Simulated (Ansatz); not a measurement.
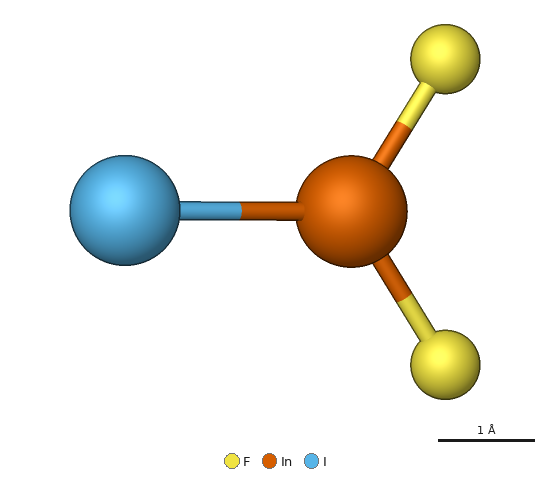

A ball-and-stick model of a molecule. Every bond is drawn as one stick, whatever its order.

Computed geometry: PBE0-D4/def2-TZVP optimisation.

Description:

It has 4 atoms: 1 indium, 1 iodine and 2 fluorine (InIF₂). Its SMILES string is `[F][In]([F])[I]`. The point group is C2v. All atoms lie on one plane. Coordination: 1 In trigonal planar.

More results for the same structure follow; atom numbers are the same in all pictures, views and colours differ.

**Shape**

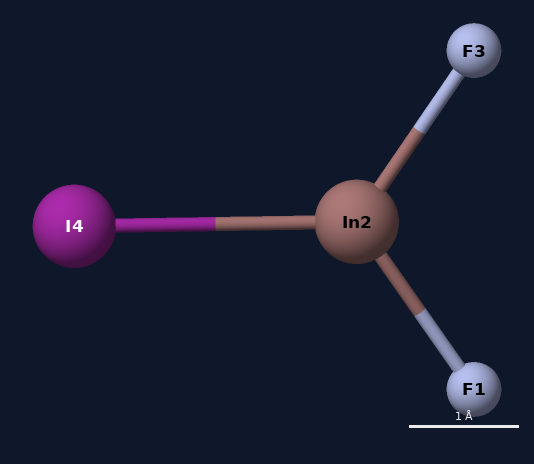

Atoms carry their numbers in the input.

List the bonds and their lengths.

```
  bond  length (Å)
F1–In2       1.928
In2–F3       1.928
In2–I4       2.598
```

**Vibrations**

Harmonic vibrations computed with RKS PBE0-D4/def2-TZVP, core potentials on I, In (Ansatz 0.2.0) at a stationary point of the same level.

**How many vibrational modes are there, and where do they lie?**

6 modes: 79, 119, 136, 218, 608, 616 cm⁻¹.

**Thermal motion**

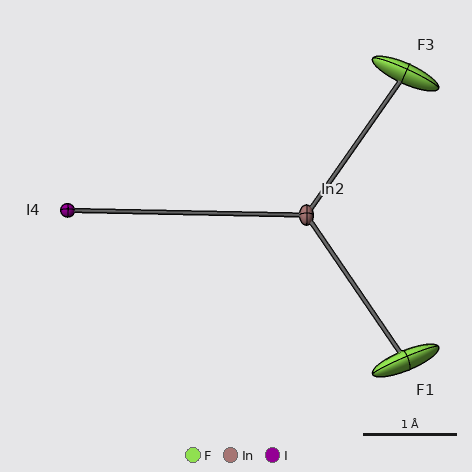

Displacement ellipsoids at the 50 % level, enlarged 1.5 times, from the internal vibrations of the free molecule (harmonic, no overall translation or rotation; no half-axis is drawn under 0.075 Å). Vibrations computed with RKS PBE0-D4/def2-TZVP, core potentials on I, In (Ansatz 0.2.0). Temperature: 298 K.

**Which atom moves most?**

F1, F3, with U_eq = 0.0128 Å².

Give the displacement parameters, one line for each set of equivalent atoms.

| atom | U_eq (Å²) | rms amplitudes (Å) |
| --- | --- | --- |
| F1, F3 | 0.0128 | 0.047, 0.089, 0.169 |
| In2 | 0.0016 | 0.028, 0.041, 0.049 |
| I4 | 0.00061 | 0.011, 0.029, 0.030 |

**Levels of theory compared**

Program: Ansatz 0.2.0.

Compare dipole (D), HOMO–LUMO gap (eV), HOMO energy (eV) at these levels: B3LYP-D4/def2-TZVPP; PBE-D4/def2-TZVPP; r2SCAN-D4/def2-TZVPP; ωB97M-V/def2-TZVPP.

```csv
level,dipole (D),HOMO–LUMO gap (eV),HOMO energy (eV)
B3LYP-D4/def2-TZVPP,2.70,4.88,−8.35
PBE-D4/def2-TZVPP,2.51,3.42,−7.41
r2SCAN-D4/def2-TZVPP,2.52,3.92,−7.72
ωB97M-V/def2-TZVPP,2.56,9.51,−10.73
```

**Charges**

The questions are on Mulliken charges. Properties computed with RKS PBE0-D4/def2-TZVP, core potentials on I, In (Ansatz 0.2.0).

Give the Mulliken charges atom by atom.

| atom | value (e) |
| --- | --- |
| F1 | −0.45 |
| In2 | 1.10 |
| F3 | −0.45 |
| I4 | −0.20 |

Mulliken values depend strongly on the basis set and can even reverse the polarity of a bond.
